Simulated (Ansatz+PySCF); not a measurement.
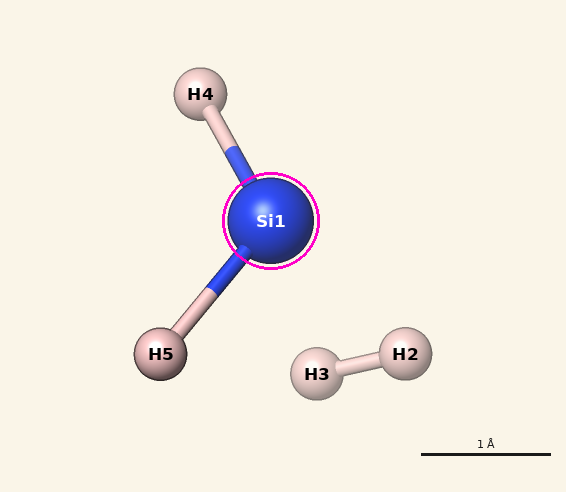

(Drawn from a calculation with Ansatz+PySCF.)

Orthographic view. Atoms fade into the background with distance from the viewer. State: charge +1, doublet. Geometry: a fixed input geometry, not necessarily a minimum.

Question: Name the neighbours of the circled atom.

Answer: The circled atom is Si1; it is bonded to H4, H5.

Question: Which atom is nearest the viewer?

Answer: H5, 1.2 Å in front of the mean position.

Question: Of Si1 and H4, which is nearer the viewer?

Answer: Si1; the bond to H4 points away from the viewer, so it looks shorter than its 1.48 Å.
